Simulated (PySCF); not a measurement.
C₃H₅Cl₃OSi

The calculation's input:

```
{"job": {"kind": "uv", "xc": "B3LYP", "basis": "def2-SVPD", "nstates": 8, "ntriplets": 3}, "charge": 0, "multiplicity": 1}
C      1.141852    -0.903941     1.032865
Si     0.445401     0.087501    -0.419383
C      0.223203     1.947545     0.043823
O      1.154031     2.650769     0.334238
C     -1.362490    -0.551674    -0.759858
Cl    -1.363084    -2.275848    -1.168915
Cl    -2.377434    -0.310440     0.679176
Cl    -2.080087     0.351303    -2.112762
H      1.256213    -1.952477     0.770687
H      0.487729    -0.847272     1.901008
H      2.115531    -0.522578     1.325289
H      1.157197    -0.042875    -1.688861
H     -0.802450     2.370473     0.044965
```

Launched as:

```sh
OMP_NUM_THREADS=1 python probes_run.py task.json out
```

Geometry: GFN2-xTB.

All numbers below come from PySCF 2.14.0, B3LYP/def2-SVPD, SCF density, gas phase.

What will maps of the electron density and electron localisation function show?

Answer. C–O (1.20 Å): ρ at the midpoint is about 3.4 e/Å³; the ELF peaks at about 0.90 between the atoms (a multiple bond).
C–Cl (1.77 Å): the density is about 1.3 e/Å³ at the midpoint; the ELF peaks at about 0.90 between the atoms (a covalent bond).
C–H (1.11 Å): the density is about 2 e/Å³ at the midpoint; the ELF climbs to about 1 towards the hydrogen, as it does in any bond to H (a covalent bond by its length).
C–Si (1.95 Å): the density is about 0.89 e/Å³ at the midpoint; the ELF peaks at about 1 between the atoms (a covalent bond).

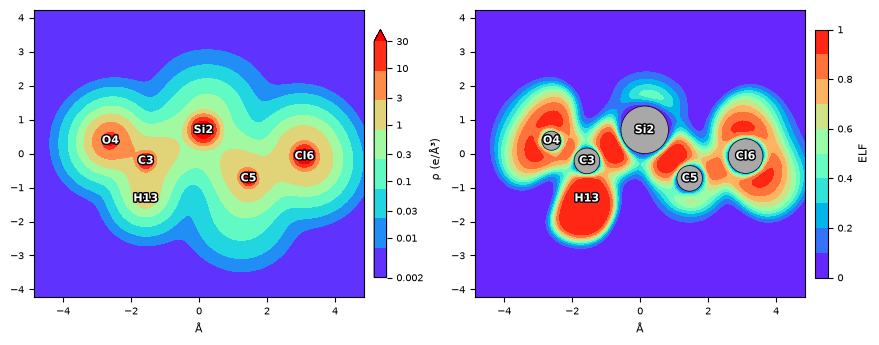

Computed electron density and electron localisation function on the plane of atoms O4, C3 and H13, in this order. Grey discs cover the atomic cores in the ELF map. 
